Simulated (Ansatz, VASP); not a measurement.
# Cross-check of AgCl between VASP and Ansatz

One calculation is typed for both programs; each brings its own data sets and cutoff. How far apart do they land?

Program: Ansatz 0.2.0. Level of theory: plane waves, with VASP 6.6.1 beside it; G0W0 gap at PBE. Results are calculated unless marked as measured.

In doubt: one-shot GW on d or f shells is unsure, so the values of those runs are not to be relied on.

## (1) The structure

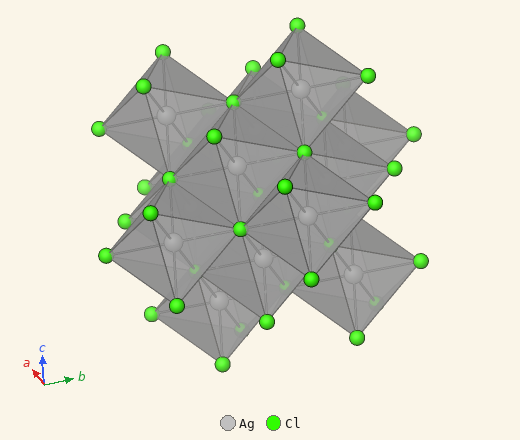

The cell as given, from a free direction (silver light grey, chlorine green). This picture shows the conventional cell, with its axes. Some periodic images of atoms are drawn too.

## (2) Ansatz: G0W0 gap, PBE

Ansatz runs on its default PAW (the set named soft_2) files.

Quasiparticle shifts depend on high empty states and on the cores, so they are the hardest test of two PAW sets.

The input, input.yaml:

```yaml
crystal:
  lattice:
    - [0.0, 2.7726629968, 2.7726629968]
    - [2.7726629968, 0.0, 2.7726629968]
    - [2.7726629968, 2.7726629968, 0.0]
  atoms:
    - { symbol: Ag, position: [0.0, 0.0, 0.0] }
    - { symbol: Cl, position: [0.5, 0.5, 0.5] }
hamiltonian:
  xc: pbe
  pseudopotentials: { kind: paw }
kpoints:
  mp_grid: { grid: [6, 6, 6] }
scf:
  occupations: { method: fixed }
gw:
  n_empty_bands: 95
  ecut_chi: 100.0
  qp_bands: [v2, c2]
  qp_kpoints: band_edges
  screening: { model: contour_deformation }
```

Started as:

```bash
$ ansatz run input.yaml --threads 4 --pin off --max-ram 9216MiB --backend cpu --events-out ev --progress --plain --runs-dir out
```

Numbers of over 12 decimals in the logs are rounded to 6 here.

The program printed:

```text
Engine: ansatz 0.2.0, aarch64-unknown-linux-gnu
Pseudopotentials: kind: paw
Pseudopotential: Ag, paw, valence charge 19, recommended cutoff 420 eV (normal), Ag.paw.azcp
Pseudopotential: Cl, paw, valence charge 7, recommended cutoff 420 eV (normal), Cl.paw.azcp
Functional definition: PBE
  parameter kappa = 0.804
  parameter beta = 0.066725
  exchange = pbe_x(kappa = kappa, mu = beta*pi^2/3)
  correlation = pbe_c(beta = beta)
Crystal: 2 atoms, lattice volume = 42.631 Å³
Basis set: ecut = 420 eV, 869 PW (Γ)
Bands: 17, of which v1, the nominal top of the filled ones, is band 13 counted from 1 (12 counted from 0)
Symmetry: 48 space group operations
Space group: Fm-3m (ITA 225), of the structure as read, at distance tolerance 3.5e-5 Å
k-points: 16 of 216
Non-local potential: Ag, projectors of the file, l = 0: 3, l = 1: 2, l = 2: 2, l = 3: 1
Non-local potential: Cl, projectors of the file, l = 0: 2, l = 1: 2, l = 2: 2
PAW form: soft (Blöchl's): semilocal exchange-correlation on the pseudo side does not see the compensation charge
PAW one-centre angular grid: Ag, 590 points (default); XC on 64 Gauss nodes
PAW one-centre angular grid: Cl, 110 points (default); XC on 64 Gauss nodes
Initial density: superposition of atomic densities (neutral atoms: chi_scale 0, normalization atom), corrected by the library's trained network
Initial wavefunctions: pseudopotential atomic-orbital guess
Functional: x = pbe(κ = 0.804, μ = 0.219515), c = pbe(β = 0.066725)
SCF iter   1: F=—  HF=-8670.889781 eV  |F-HF|=—  |Δ(HF+E_count)|=         —  Δρ=5.66e-4  dr2=8.37e-5  ethr=1.77e-3  ⟨swp⟩=4.8  Hψ=1122  notcnv=0  defer=27
preconditioner: auto → none  [insulator: Δε(μ)=0.906 eV  Ē_g=10.938 eV  n_scr=14 (ndim 8)  ℏωp=24.1 eV  f_vac=0.036  ε∞_Penn≈5.9]
SCF iter   2: F=—  HF=-8670.890445 eV  |F-HF|=—  |Δ(HF+E_count)|=   6.64e-4  Δρ=2.27e-4  dr2=1.42e-5  ethr=3.22e-7  ⟨swp⟩=3.0  Hψ=719  notcnv=0  defer=30
SCF iter   3: F=—  HF=-8670.890455 eV  |F-HF|=—  |Δ(HF+E_count)|=   1.01e-5  Δρ=1.25e-4  dr2=2.53e-6  ethr=5.46e-8  ⟨swp⟩=2.0  Hψ=405  notcnv=0  defer=30
SCF iter   4: F=—  HF=-8670.890461 eV  |F-HF|=—  |Δ(HF+E_count)|=   6.38e-6  Δρ=4.58e-5  dr2=3.31e-7  ethr=9.72e-9  ⟨swp⟩=2.0  Hψ=389  notcnv=0  defer=30
iter 5 did not close the SCF: its close was put off for the readings that it lacked (scf_convergence_deferred on its scf_iter line)
SCF iter   5: F=-8670.890463 eV  HF=-8670.890463 eV  |F-HF|=6.86e-8  |Δ(HF+E_count)|=   1.23e-6  Δρ=9.76e-6  dr2=1.42e-8  ethr=1.27e-9  ⟨swp⟩=2.0  Hψ=415  notcnv=0  defer=32
SCF iter   6: F=-8670.890463 eV  HF=-8670.890463 eV  |F-HF|=2.19e-8  |Δ(HF+E_count)|=   8.36e-8  Δρ=9.30e-6  dr2=3.14e-8  ethr=5.45e-11  ⟨swp⟩=4.2  Hψ=1146  notcnv=0
SCF 1 converged in 6 iterations: F = -8670.890463 eV  dr2 = 3.14e-8
  greatest PAW one-centre occupation: 1.000 electrons in one spin orbital (limit 2), on the Ag atom at site 0 (counted from 0), in its partial waves of l = 0
NSCF: frozen V_eff on 16 k-points
G₀W₀ screening: q 1/16
G₀W₀ screening: q 2/16 (q-point 6)
G₀W₀ screening: q 3/16 (q-point 7)
G₀W₀ screening: q 4/16 (q-point 8)
G₀W₀ screening: q 5/16 (q-point 11)
G₀W₀ screening: q 6/16 (q-point 14)
G₀W₀ screening: q 7/16 (q-point 15)
G₀W₀ screening: q 8/16 (q-point 9)
G₀W₀ screening: q 9/16 (q-point 12)
G₀W₀ screening: q 10/16 (q-point 16)
G₀W₀ screening: q 11/16 (q-point 2)
G₀W₀ screening: q 12/16 (q-point 3)
G₀W₀ screening: q 13/16 (q-point 5)
G₀W₀ screening: q 14/16 (q-point 10)
G₀W₀ screening: q 15/16 (q-point 4)
G₀W₀ screening: q 16/16 (q-point 13)
G₀W₀ self-energy: k 1/9
G₀W₀ self-energy: k 2/9
G₀W₀ self-energy: k 3/9
G₀W₀ self-energy: k 4/9
G₀W₀ self-energy: k 5/9
G₀W₀ self-energy: k 6/9
G₀W₀ self-energy: k 7/9
G₀W₀ self-energy: k 8/9
G₀W₀ self-energy: k 9/9
NSCF: frozen V_eff on 1 k-points
NSCF: frozen V_eff on 1 k-points
SCF converged after 6 iterations
Free energy (F): -8670.890463 eV
Harris-Foulkes:  -8670.890463 eV  (|F-HF|=2.19e-8)
Internal energy: -8670.890463 eV  (E = F + TS)
E sigma→0 (E₀):  -8670.890463 eV
Fermi energy:    8.112693 eV
--- Per-component energies (eV) ---
  E_band       = -358.256188
  E_kinetic    = 689.410102
  E_local      = -3209.791652  (includes V_loc(G=0)·N_el)
  E_nonlocal   = 112.623224
  E_hartree    = 1408.798407
  E_xc         = -290.095079
  E_vxc        = -354.328440  (∫ρ·V_xc dr)
  E_paw        = -4564.835629  (= ΣΔE_a)
  E_vpaw       = -413.778341  (= ΣTr[D̂ρ^β])
  E_aug_tail   = 0.000409  (compensation charges beyond the density's cutoff)
  E_ewald      = -2817.000242
  E_smearing   = -0.000000  (= −TS)
  E_closure    = -0.000000  (closes the sum)
  Σ components = -8670.890463   (vs F -8670.890463, Δ=0.00e0)
--- Band table (eV; the first three rows and the last of 16) ---
  k-point 0: bands = [... 9 lower, 5.7095, 5.7925, 5.7925, 5.7925, 9.0237, 18.8090, 18.8090, 18.8090]
  k-point 1: bands = [... 9 lower, 5.7596, 6.0033, 6.8147, 6.8147, 10.1610, 16.9456, 18.1410, 18.1410]
  k-point 2: bands = [... 9 lower, 5.9409, 6.2201, 7.7277, 7.7277, 11.8054, 15.1228, 16.4374, 16.4374]
  k-point 15: bands = [... 9 lower, 6.1475, 6.1550, 6.1790, 6.8049, 11.6791, 15.8847, 16.2725, 17.0214]
--- G₀W₀: contour deformation, 7 samples at zero and on the imaginary axis and 4 off it, 216 q-points, 95 empty bands' worth ---
  eigenvalues of the whole cell's RPA ε∞ on this k-mesh (on a slab, of 1 + 4πα/V) = 4.9675, 4.9675, 4.9675; static W/v taken at q = 0 is 0.201307
  bands read: the sum over 108 bands ends inside a degenerate multiplet in 2 slots, whose members it reads at an even weight; the widest, k=1: bands 108 to 109 (counted from 1) at 1/2 each
  gw.qp_kpoints: band_edges: 9 of 16 stored k-points solved, in 1 pass; an edge of the gap read off the rows below is read off those points alone
    valence top: of the k-points left out ik 11 came nearest to being solved in a further pass, in band 13 (counted from 1, as in the quasiparticle table): it holds the edge there only if its correction is more favourable than any solved in that band by at least 0.574 eV; those differ by 0.279 eV
    conduction bottom: of the k-points left out ik 4 came nearest to being solved in a further pass, in band 14 (counted from 1, as in the quasiparticle table): it holds the edge there only if its correction is more favourable than any solved in that band by at least 1.496 eV; those differ by 0.344 eV
    ik  band        ε_KS         Σx   Σc(E_QP)       V_xc       Z   E_QP_lin       E_QP  E_QP is
     0    12      5.7925   -20.9513     3.3281   -16.8670  0.7377     5.0241     5.0365  root
     0    13      5.7925   -20.9513     3.3281   -16.8670  0.7377     5.0241     5.0365  root
     0    14      9.0237    -8.2955    -3.8148   -12.4499  0.8125     9.3643     9.3634  root
     0    15     18.8090    -7.9503    -4.7167   -13.3447  0.7705    19.4954    19.4867  root
     1    12      6.8147   -28.3262     4.2169   -23.2553  0.7453     5.9438     5.9608  root
     1    13      6.8147   -28.3262     4.2169   -23.2553  0.7453     5.9438     5.9608  root
     1    14     10.1610    -9.3383    -3.7745   -13.5239  0.8033    10.5739    10.5722  root
     1    15     16.9456    -6.8441    -4.6145   -11.9394  0.7809    17.4303    17.4264  root
     2    12      7.7277   -29.6404     4.0630   -24.7779  0.7578     6.9163     6.9281  root
     2    13      7.7277   -29.6404     4.0630   -24.7779  0.7578     6.9163     6.9281  root
     2    14     11.8054    -8.3441    -4.0387   -12.8101  0.7991    12.2352    12.2327  root
     2    15     15.1228    -7.6791    -4.8746   -13.1218  0.7658    15.6958    15.6908  root
     3    12      8.1127   -30.3425     4.0279   -25.5425  0.7620     7.3306     7.3406  root
     3    13      8.1127   -30.3425     4.0279   -25.5425  0.7620     7.3306     7.3406  root
     3    14     12.3462    -5.7580    -3.9354    -9.9409  0.8152    12.5944    12.5937  root
     3    15     14.6545    -9.9854    -5.4114   -16.1599  0.7305    15.4318    15.4177  root
     6    12      7.5392   -30.4882     4.2758   -25.3571  0.7558     6.6694     6.6840  root
     6    13      7.6259   -30.0395     4.1805   -25.0310  0.7565     6.7847     6.7979  root
     6    14     12.8125    -8.0792    -4.3643   -12.9777  0.7908    13.3517    13.3467  root
     6    15     13.8717    -7.5020    -4.4402   -12.4529  0.7856    14.3873    14.3824  root
     7    12      7.0410   -30.3778     4.4403   -25.0449  0.7484     6.1303     6.1484  root
     7    13      8.0577   -30.3786     4.0568   -25.5401  0.7615     7.2655     7.2760  root
     7    14     12.9500    -8.5773    -4.2238   -13.2886  0.7882    13.4417    13.4375  root
     7    15     14.0283    -7.6103    -4.7019   -12.8965  0.7772    14.6196    14.6126  root
[...]
10    12      6.6294   -30.8262     4.7526   -25.1371  0.7396     5.6700     5.6930  root
    10    13      6.6517   -32.8361     5.0887   -26.7751  0.7377     5.6541     5.6794  root
    10    14     11.3005    -8.1743    -4.3362   -13.1016  0.8019    11.8961    11.8916  root
    10    15     15.6118    -7.8506    -4.3395   -12.6497  0.7855    16.0748    16.0714  root
    12    12      6.1548   -35.4777     5.6710   -28.7091  0.7341     5.0237     5.0571  root
    12    13      6.2396   -35.5672     5.7758   -28.7568  0.7251     5.1710     5.2050  root
    12    14     10.4893    -7.6519    -4.2805   -12.4782  0.8094    11.0383    11.0351  root
    12    15     16.0766    -9.0092    -3.9322   -13.4017  0.7983    16.5394    16.5369  root
```

Run time: 20 s. Hardware: 4 threads of Arm Neoverse V1, shared host; peak memory 0.35 GiB; 72 s of CPU time.

In the SCF lines HF is the Harris–Foulkes energy and dr2 the Hartree energy of the density residual, in eV; the loop may stop once dr2 is under the threshold and the program's other checks hold. Hψ counts applications of the Hamiltonian.

[end of part 1 of 2]

[Lines on the potential files, build, host, timing and source positions are cut from VASP's logs without a mark.]

[Logs are printed without paths, hosts, clocks, repeated set-up lines and the standing remarks that a program may print on its own settings, such as how far it seeks lower states.]

[Hosts, paths, dates, database ids (printed as entryN), source tags and the programs' standing remarks are cut or masked in the printed files.]
